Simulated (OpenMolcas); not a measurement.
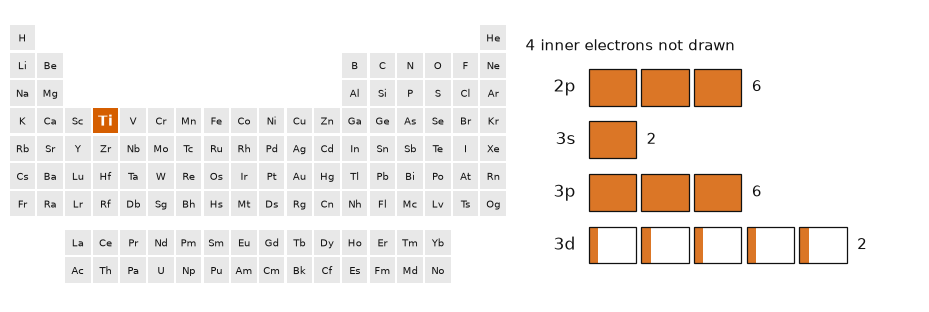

*Left, the place of titanium in the periodic table; right, the outer shells of the leading configuration of the lowest level: a box for each of the 2l + 1 orbitals, shaded by the share of the shell that is filled, with the electron count at the right.*

**Ti²⁺ complex: multiconfigurational calculation**

Ti²⁺ with 6 ligands (H2O; octahedron, 2.22 Å), with no charges around it. Computed at this level: state-averaged CASSCF, active space 2 electrons in the shell 3d, basis ANO-RCC-VTZP on the metal and ANO-RCC-VDZP on the ligands, DKH2 scalar Hamiltonian, spin-orbit coupling by RASSI with atomic mean-field integrals (OpenMolcas).

**Input file**
```
&GATEWAY
Coord
19

Ti 0.0 0.0 0.0
O 2.220000 0.000000 0.000000
H 2.796978 0.779741 0.000000
H 2.796978 -0.779741 0.000000
O 0.000000 2.220000 0.000000
H 0.000000 2.796978 0.779741
H 0.000000 2.796978 -0.779741
O -2.220000 0.000000 0.000000
H -2.796978 0.779741 0.000000
H -2.796978 -0.779741 0.000000
O 0.000000 -2.220000 0.000000
H 0.000000 -2.796978 0.779741
H 0.000000 -2.796978 -0.779741
O 0.000000 0.000000 2.220000
H 0.779741 0.000000 2.796978
H -0.779741 0.000000 2.796978
O 0.000000 0.000000 -2.220000
H 0.779741 0.000000 -2.796978
H -0.779741 0.000000 -2.796978
Basis=Ti.ANO-RCC-VTZP,H.ANO-RCC-VDZP,O.ANO-RCC-VDZP
Group=XYZ
NoMove
AngMom=0.0 0.0 0.0
AMFI
RICD
&SEWARD
&RASSCF
FileOrb=start.orb
Symmetry=1
Spin=3
nActEl=2 0 0
Inactive=18 21
Ras2=5 0
CIRoot=10 10 1
SDav=10
CIMx=300
Iter=150 100
PrWF=0.3
OrbListing=Nothing
MaxOrb=0
LevShft=1.0
>>> COPY $Project.JobIph JOB001
&RASSCF
FileOrb=start.orb
Symmetry=1
Spin=1
nActEl=2 0 0
Inactive=18 21
Ras2=5 0
CIRoot=15 15 1
SDav=15
CIMx=300
Iter=150 100
PrWF=0.3
OrbListing=Nothing
MaxOrb=0
LevShft=1.0
>>> COPY $Project.JobIph JOB002
&RASSI
NrOfJobIphs=2 10 15
1 2 3 4 5 6 7 8 9 10
1 2 3 4 5 6 7 8 9 10 11 12 13 14 15
IphNames
JOB001
JOB002
EJob
SpinOrbit
DIPRint=1.0
SOCoupling=1000.0
Subsets=2
Property=9
'ANGMOM' 1 'ANGMOM' 2 'ANGMOM' 3 'MLTPL  1' 1 'MLTPL  1' 2 'MLTPL  1' 3
'AMFI' 1 'AMFI' 2 'AMFI' 3
SOProperty=3
'ANGMOM' 1 'ANGMOM' 2 'ANGMOM' 3
```

The file start.orb holds starting orbitals from an earlier step. A driver script formed the levels outside the program, from RASSI's spin-orbit matrix and the active-space energies, averaged over the components of each term or state.

Hardware: 1 thread of Intel Xeon @ 2.50GHz (Skylake/Cascade Lake), 128 GiB of memory available, shared host.

Run as:
```bash
OMP_NUM_THREADS=1 MOLCAS_MEM=2457 MOLCAS_PROJECT=a pymolcas a.inp > a.log  # once for each step of the input, in one work folder
```

**The program's output (extracts)**
```
--- SEWARD ---
Basis set label: TI.ANO-RCC...6S5P3D2F1G.

      Electronic valence basis set:
      ------------------
      Associated Effective Charge  22.000000 au
      Associated Actual Charge     22.000000 au
      Nuclear Model: Point charge

      Shell  nPrim  nBasis  Cartesian Spherical Contaminant
         s      21       6        X
         p      15       5        X
         d      10       3                 X
         f       6       2                 X
         g       4       1                 X
                  Relativistic Douglas-Kroll-Hess integrals:
                    - DKH order of Hamiltonian: 2
                    - DKH order of Properties : 0
                  Atomic mean-field integrals
--- RASSCF ---
Wave function specifications:
      -----------------------------

      Number of closed shell electrons          78
      Number of electrons in active shells       2
      Max number of holes in RAS1 space          0
      Max nr of electrons in RAS3 space          0
      Number of inactive orbitals               39
      Number of active orbitals                  5
      Number of secondary orbitals             159
      Spin quantum number                      1.0
      State symmetry                             1
Orbital specifications:
      -----------------------

      Symmetry species                           1   2
                                                ag  au
      Frozen orbitals                            0   0
      Inactive orbitals                         18  21
      Active orbitals                            5   0
      RAS1 orbitals                              0   0
      RAS2 orbitals                              5   0
      RAS3 orbitals                              0   0
      Secondary orbitals                        79  80
      Deleted orbitals                           0   0
      Number of basis functions                102 101
      Number of CSFs                            10
      Number of root(s) required                10
      Iter CI   SX   CI       RASSCF       Energy    max ROT     max BLB   max BLB  Level Ln srch  Step   QN
          iter iter root      energy       change     param      element    value   shift minimum  type update
 Nr of preliminary CI iterations:   1
      Total energies have been shifted. Add                -1000.00 au
        1   1   14    0  -309.00522100    0.00E+00   4.33E-02   13  52 1  1.86E-01*  0.93   0.00    SX    NO
        2   1   14    0  -309.06774735   -6.25E-02* -2.02E-02   13  24 1 -6.72E-02*  0.96   0.00    SX    NO
        3   1   12    0  -309.08209672   -1.43E-02* -1.19E-02   13  24 1 -4.50E-02*  0.96   0.00    SX    NO
        4   1   12    0  -309.08637779   -4.28E-03*  7.80E-03   13  24 1 -2.97E-02*  0.97   0.00    SX    NO
        5   1   11    0  -309.08783485   -1.46E-03* -1.09E-02   13  24 1 -1.94E-02*  0.97   2.47    LS   YES
        6   1   11    0  -309.08863840   -8.04E-04* -2.04E-03   13  24 1 -5.11E-03*  0.97   1.06    QN   YES
        7   1   10    0  -309.08868660   -4.82E-05* -1.73E-03   13  24 1 -2.33E-03*  0.97   1.85    LS   YES
        8   1   10    0  -309.08869992   -1.33E-05* -6.08E-04   15  21 1 -1.19E-03*  0.97   1.03    QN   YES
        9   1    9    0  -309.08870521   -5.29E-06* -2.86E-04   13  30 1 -5.09E-04*  0.97   1.47    LS   YES
       10   1    9    0  -309.08870588   -6.68E-07*  1.50E-04   13  52 1  4.91E-04*  0.97   1.07    QN   YES
       11   1    8    0  -309.08870660   -7.18E-07*  1.04E-04   13  52 1  1.66E-04*  0.97   1.69    LS   YES
       12   1    8    0  -309.08870675   -1.45E-07* -3.72E-05   13  62 1  7.69E-05   0.97   1.00    QN   YES
       13   1    7    0  -309.08870679   -4.51E-08* -2.99E-05   13  62 1  3.26E-05   0.97   1.29    QN   YES
       14   1    6    0  -309.08870680   -1.35E-08* -6.19E-06   13  30 1  8.92E-06   0.97   1.08    QN   YES
       15   1    5    0  -309.08870680   -8.47E-10  -3.85E-06   13  30 1  6.58E-06   0.97   1.71    QN   YES
      Convergence after 15 iterations
       16   1    5    0  -309.08870681   -3.40E-10  -3.85E-06   13  62 1 -1.53E-06   0.97   1.71    QN   YES
      Natural orbitals and occupation numbers for root  1
      sym 1:   0.939729   0.060271   0.060271   0.939729   0.000000
      Natural orbitals and occupation numbers for root  2
      sym 1:   0.939730   0.939730   0.060270   0.060270   0.000000
      Natural orbitals and occupation numbers for root  3
      sym 1:   0.061520   0.938480  -0.000000   0.938480   0.061520
::    RASSCF root number  1 Total energy:  -1309.14038870
::    RASSCF root number  2 Total energy:  -1309.14038870
::    RASSCF root number  3 Total energy:  -1309.14038870
::    RASSCF root number  4 Total energy:  -1309.09669643
::    RASSCF root number  5 Total energy:  -1309.09669643
::    RASSCF root number  6 Total energy:  -1309.09669643
::    RASSCF root number  7 Total energy:  -1309.04595724
::    RASSCF root number  8 Total energy:  -1309.04328515
::    RASSCF root number  9 Total energy:  -1309.04328515
::    RASSCF root number 10 Total energy:  -1309.04328515
--- RASSCF ---
Wave function specifications:
      -----------------------------

      Number of closed shell electrons          78
      Number of electrons in active shells       2
      Max number of holes in RAS1 space          0
      Max nr of electrons in RAS3 space          0
      Number of inactive orbitals               39
      Number of active orbitals                  5
      Number of secondary orbitals             159
      Spin quantum number                      0.0
      State symmetry                             1
Orbital specifications:
      -----------------------

      Symmetry species                           1   2
                                                ag  au
      Frozen orbitals                            0   0
      Inactive orbitals                         18  21
      Active orbitals                            5   0
      RAS1 orbitals                              0   0
      RAS2 orbitals                              5   0
      RAS3 orbitals                              0   0
      Secondary orbitals                        79  80
      Deleted orbitals                           0   0
      Number of basis functions                102 101
      Number of CSFs                            15
      Number of root(s) required                15
      Iter CI   SX   CI       RASSCF       Energy    max ROT     max BLB   max BLB  Level Ln srch  Step   QN
          iter iter root      energy       change     param      element    value   shift minimum  type update
 Nr of preliminary CI iterations:   1
      Total energies have been shifted. Add                -1000.00 au
        1   1   12    0  -309.03145167    0.00E+00  -1.01E-02   23  29 1 -7.27E-03*  0.96   0.00    SX    NO
        2   1   12    0  -309.03205207   -6.00E-04*  4.93E-03    9  34 2 -4.82E-03*  0.96   0.00    SX    NO
        3   1   11    0  -309.03223962   -1.88E-04*  3.00E-03   15  23 1 -2.36E-03*  0.95   0.00    SX    NO
        4   1   11    0  -309.03231077   -7.11E-05*  1.82E-03   15  23 1 -1.62E-03*  0.95   0.00    SX    NO
        5   1   10    0  -309.03233953   -2.88E-05*  2.69E-03   15  23 1 -1.08E-03*  0.95   2.50    LS   YES
        6   1    9    0  -309.03235926   -1.97E-05*  7.76E-04   15  23 1 -3.01E-04*  0.95   1.23    QN   YES
        7   1    8    0  -309.03236095   -1.68E-06*  5.25E-04    9  34 2  1.37E-04*  0.95   1.39    QN   YES
        8   1    8    0  -309.03236148   -5.35E-07*  2.81E-04    9  34 2  6.44E-05   0.95   1.47    QN   YES
        9   1    7    0  -309.03236164   -1.57E-07* -7.94E-05   15  23 1  5.27E-05   0.95   1.20    QN   YES
       10   1    6    0  -309.03236166   -1.87E-08* -2.52E-05   15  23 1  2.40E-05   0.95   1.35    QN   YES
       11   1    5    0  -309.03236166   -3.72E-09  -1.53E-05    9  34 2 -6.29E-06   0.95   1.28    QN   YES
      Convergence after 11 iterations
       12   1    5    0  -309.03236166   -5.56E-10  -1.53E-05   13  24 1 -2.19E-06   0.95   1.28    QN   YES
      Natural orbitals and occupation numbers for root  1
      sym 1:   1.019290   0.878297   0.068412   0.033978   0.000023
      Natural orbitals and occupation numbers for root  2
      sym 1:   1.091816   0.021733   0.786170   0.000117   0.100163
      Natural orbitals and occupation numbers for root  3
      sym 1:   0.056061   0.952898   0.928542   0.062499   0.000000
::    RASSCF root number  1 Total energy:  -1309.08688145
::    RASSCF root number  2 Total energy:  -1309.08688145
::    RASSCF root number  3 Total energy:  -1309.08688145
::    RASSCF root number  4 Total energy:  -1309.08554732
::    RASSCF root number  5 Total energy:  -1309.08554732
::    RASSCF root number  6 Total energy:  -1309.03459381
::    RASSCF root number  7 Total energy:  -1309.03265785
::    RASSCF root number  8 Total energy:  -1309.03265785
::    RASSCF root number  9 Total energy:  -1309.03265785
::    RASSCF root number 10 Total energy:  -1309.02115661
::    RASSCF root number 11 Total energy:  -1309.02115661
::    RASSCF root number 12 Total energy:  -1309.02115661
::    RASSCF root number 13 Total energy:  -1308.98099429
::    RASSCF root number 14 Total energy:  -1308.98099429
::    RASSCF root number 15 Total energy:  -1308.89566017
--- RASSI ---
SPIN-FREE ENERGIES:
  (Shifted by EMIN (a.u.) =      -1309.1403886983)

 SF State       Relative EMIN(au)   Rel lowest level(eV)    D:o, cm**(-1)

     1             0.0000000000        0.0000000000              0.0000
     2             0.0000000000        0.0000000000              0.0000
     3             0.0000000000        0.0000000000              0.0000
     4             0.0436922720        1.1889272888           9589.3453
     5             0.0436922720        1.1889272888           9589.3453
     6             0.0436922720        1.1889272888           9589.3453
    11             0.0535072495        1.4560064322          11743.4839
    12             0.0535072495        1.4560064322          11743.4839
    13             0.0535072495        1.4560064322          11743.4839
    14             0.0548413749        1.4923098353          12036.2905
    15             0.0548413749        1.4923098353          12036.2905
     7             0.0944314619        2.5696109845          20725.3103
     9             0.0971035513        2.6423222414          21311.7661
    10             0.0971035513        2.6423222414          21311.7661
     8             0.0971035513        2.6423222414          21311.7661
    16             0.1057948834        2.8788254350          23219.2930
    17             0.1077308497        2.9315057629          23644.1885
    18             0.1077308497        2.9315057629          23644.1885
    19             0.1077308497        2.9315057629          23644.1885
    20             0.1192320905        3.2444704662          26168.4191
    21             0.1192320905        3.2444704662          26168.4191
    22             0.1192320905        3.2444704662          26168.4191
    23             0.1593944130        4.3373429382          34983.0300
    24             0.1593944130        4.3373429382          34983.0300
    25             0.2447285247        6.6594024122          53711.7028
     Dipole printing threshold changed to   1.00000000E+00
Eigenvalues of complex Hamiltonian:
   -----------------------------------
  (Shifted by EMIN (a.u.) =      -1309.1403886983)

 SO State       Relative EMIN(au)   Rel lowest level(eV)    D:o, cm**(-1)

     1            -0.0004048990        0.0000000000              0.0000
     2            -0.0004048990        0.0000000000              0.0000
     3            -0.0003914524        0.0003659007              2.9512
     4            -0.0003914524        0.0003659007              2.9512
     5            -0.0003914524        0.0003659007              2.9512
     6             0.0003712261        0.0211194408            170.3398
     7             0.0003712261        0.0211194408            170.3398
     8             0.0003712261        0.0211194408            170.3398
     9             0.0007547541        0.0315557703            254.5145
    10             0.0434236764        1.1926362938           9619.2604
    11             0.0435030271        1.1947955385           9636.6759
    12             0.0435030271        1.1947955385           9636.6759
    13             0.0435030271        1.1947955385           9636.6759
    14             0.0438314323        1.2037318988           9708.7525
    15             0.0438314323        1.2037318988           9708.7525
    16             0.0438314323        1.2037318988           9708.7525
    17             0.0438406337        1.2039822816           9710.7720
    18             0.0438406337        1.2039822816           9710.7720
    19             0.0535509769        1.4682141811          11841.9460
    20             0.0535509769        1.4682141811          11841.9460
    21             0.0535509769        1.4682141811          11841.9460
    22             0.0548349292        1.5031523018          12123.7409
    23             0.0548349292        1.5031523018          12123.7409
    24             0.0944228218        2.5803937378          20812.2791
    25             0.0944228218        2.5803937378          20812.2791
    26             0.0944228218        2.5803937378          20812.2791
    27             0.0965814604        2.6391332868          21286.0455
    28             0.0968585251        2.6466726017          21346.8542
    29             0.0968585251        2.6466726016          21346.8542
    30             0.0968585251        2.6466726017          21346.8542
    31             0.0973450774        2.6599123647          21453.6400
    32             0.0973450774        2.6599123647          21453.6400
    33             0.0973450774        2.6599123647          21453.6400
    34             0.0973573945        2.6602475299          21456.3433
    35             0.0973573945        2.6602475299          21456.3433
    36             0.1058203726        2.8905368944          23313.7523
    37             0.1077663327        2.9434891673          23740.8412
    38             0.1077663327        2.9434891673          23740.8412
    39             0.1077663327        2.9434891673          23740.8412
    40             0.1192353312        3.2555765151          26257.9954
    41             0.1192353312        3.2555765151          26257.9954
Weights of the five most important spin-orbit-free states for each spin-orbit state.

 SO State  Total energy (au)           Spin-free states, spin, and weights
 -------------------------------------------------------------------------------------------------------
    1        -0.000405       3 1.0  0.6663    1 1.0  0.1666    2 1.0  0.1666    5 1.0  0.0002    4 1.0  0.0002
    2        -0.000405       2 1.0  0.4997    1 1.0  0.4997    6 1.0  0.0003   15 0.0  0.0001    4 1.0  0.0001
    3        -0.000391       1 1.0  0.4445    3 1.0  0.3872    2 1.0  0.1681    4 1.0  0.0001    6 1.0  0.0001
    4        -0.000391       3 1.0  0.4698    2 1.0  0.4240    1 1.0  0.1060    6 1.0  0.0001    5 1.0  0.0001
    5        -0.000391       1 1.0  0.4493    2 1.0  0.4077    3 1.0  0.1427    4 1.0  0.0001    5 1.0  0.0001
    6         0.000371       3 1.0  0.4999    2 1.0  0.2924    1 1.0  0.2076    6 1.0  0.0001    5 1.0  0.0000
    7         0.000371       3 1.0  0.4999    1 1.0  0.2923    2 1.0  0.2076    6 1.0  0.0001    4 1.0  0.0000
    8         0.000371       1 1.0  0.5000    2 1.0  0.4999    4 1.0  0.0001    5 1.0  0.0001   20 0.0  0.0000
    9         0.000755       1 1.0  0.3333    2 1.0  0.3333    3 1.0  0.3333   16 0.0  0.0000   10 1.0  0.0000
   10         0.043424       6 1.0  0.3333    5 1.0  0.3333    4 1.0  0.3333    1 1.0  0.0000    3 1.0  0.0000
   11         0.043503       6 1.0  0.4979    5 1.0  0.4934    4 1.0  0.0035   12 0.0  0.0031   11 0.0  0.0016
   12         0.043503       6 1.0  0.4969    4 1.0  0.4944    5 1.0  0.0035   11 0.0  0.0033   12 0.0  0.0016
```

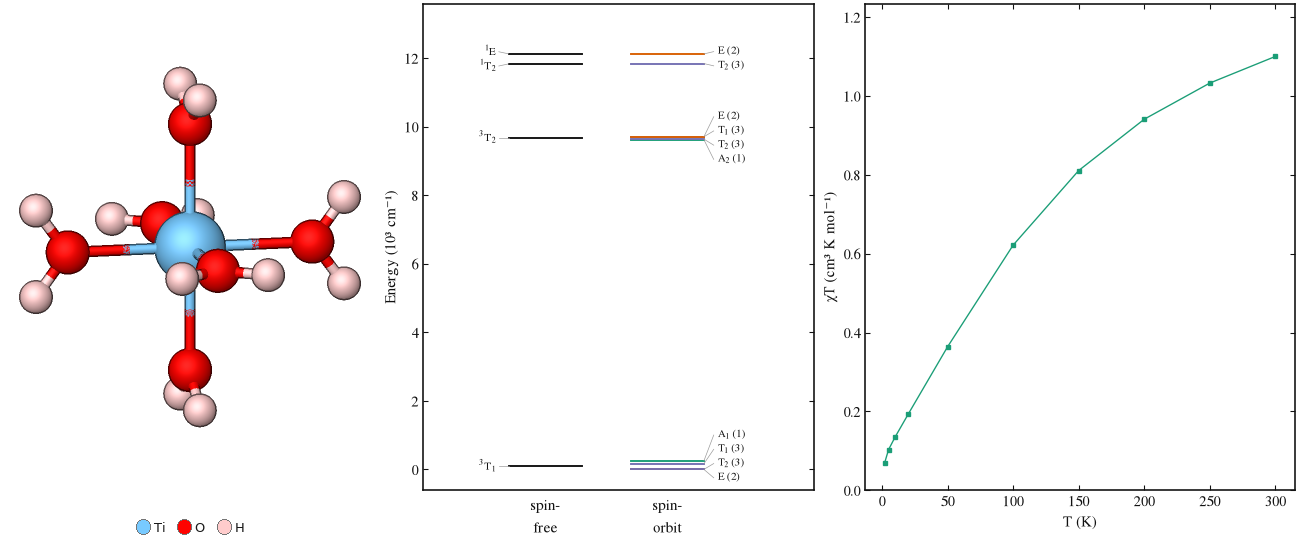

*Ti²⁺ (3d²) with 6 ligands, H₂O, at 2.22 Å (arrangement: octahedron, Th), and its levels and susceptibility. Labels give the representation in O, Td, D4 or D3 as the site allows (double group for half-integer spin) where it could be assigned and, in brackets, the degeneracy; spin-free states, where drawn, share the zero of the spin-orbit levels. Powder susceptibility by Van Vleck's formula.*

The ground level is E, doubly degenerate, 100 % from states of spin multiplicity 3. Its principal g values are all close to zero. The next level lies at 3.0 cm⁻¹ (T₂). The lowest spin-free state is ³T₁, from the free-ion F term; of the same spin there follows at 9,590 cm⁻¹ (³T₂) above it. χT is 0.0693 cm³ K mol⁻¹ at 2 K and 1.10 at 300 K, an effective moment of 2.97 μB. The active orbitals hold 92 to 96 % metal character (Löwdin), and the Mulliken charge of the metal is +2.08.

**Key numbers**

- outcome: converged
- energy of the lowest spin-free term: −1309.14039 hartree
- energy of the lowest spin-orbit level: −1309.14079 hartree
- largest spread among components of a term: 0.0 cm⁻¹
- wall time: 77 s
- peak memory: 0.2 GiB

**Remarks**

Without dynamic correlation the splittings between terms come out too large, often by 20 to 50 %. Caveats: distances are set from ionic radii, not optimised.
